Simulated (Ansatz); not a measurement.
The relaxed structure here is a generated cell of ZnSnN2: the first start was made by placing the elements on the sites of a structure type, and the end was not matched to a known phase here, so it may be hypothetical.

A relaxed structure of ZnSnN2. Space group P6₃mc (No. 186). Method: PBEsol (plane waves to 420 eV, PAW, scalar-relativistic; Ansatz, a first-principles code).

Space group P6₃mc (No. 186); a = b = 3.231 Å, c = 10.739 Å, α = β = 90.00°, γ = 120.00°

```tsv
atom	site	symmetry	x	y	z
Zn	2a	3m.	0.0000	0.0000	0.2745
N	2b	3m.	0.6667	0.3333	0.3726
N	2a	3m.	0.0000	0.0000	0.0956
Sn	2b	3m.	0.6667	0.3333	0.0025
```

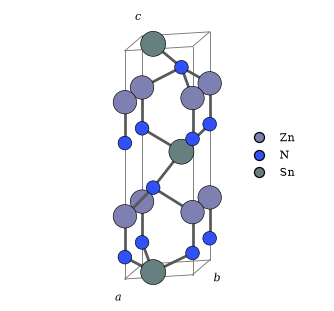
Figure. The conventional cell of the relaxed structure

For ZnSnN2, the volume per atom comes out as 12.13 Å³ and the band gap comes out as 0.63 eV, indirect (valence top at 30 % of the way from Γ to M, conduction bottom at Γ) (no spin-orbit coupling). The smallest direct gap is 0.67 eV at Γ and the shortest distances is N–Zn 1.92 Å; N–Sn 2.12 Å; N–N 3.04 Å; Sn–Zn 3.08 Å. The k-mesh is 12×12×3.

Band energies at high-symmetry points (eV from the VBM; labels of this space group; no spin-orbit coupling), from −5 eV up to 5.6 eV:

```csv
point,energies
Γ,-4.08 -3.37 -0.97 -0.97 -0.82 -0.82 -0.47 -0.26 -0.26 -0.04 -0.04 0.63 2.86 3.62 3.83
M,-4.34 -3.40 -2.99 -2.35 -2.27 -1.81 -1.04 -0.92 -0.21 1.90 2.48 4.52 4.73
K,-4.57 -4.54 -4.45 -4.45 -3.08 -3.08 -2.80 -1.35 -1.09 -1.09 3.78 3.78
A,-1.86 -1.86 -0.91 -0.91 -0.91 -0.91 -0.14 -0.14 -0.14 -0.14 1.90 1.90 3.77 3.77
L,-4.74 -4.74 -2.76 -2.76 -2.69 -2.69 -1.53 -1.53 -0.56 -0.56 2.49 2.49 4.28 4.28
H,-4.56 -4.56 -4.17 -4.17 -3.39 -3.39 -2.05 -2.05 -0.91 -0.91 3.56 3.56
```

No spin polarisation in the result.

It was reached from a disturbed copy of a P6₃/mmc (No. 194) cell, against which it lies -0.218 eV/atom.
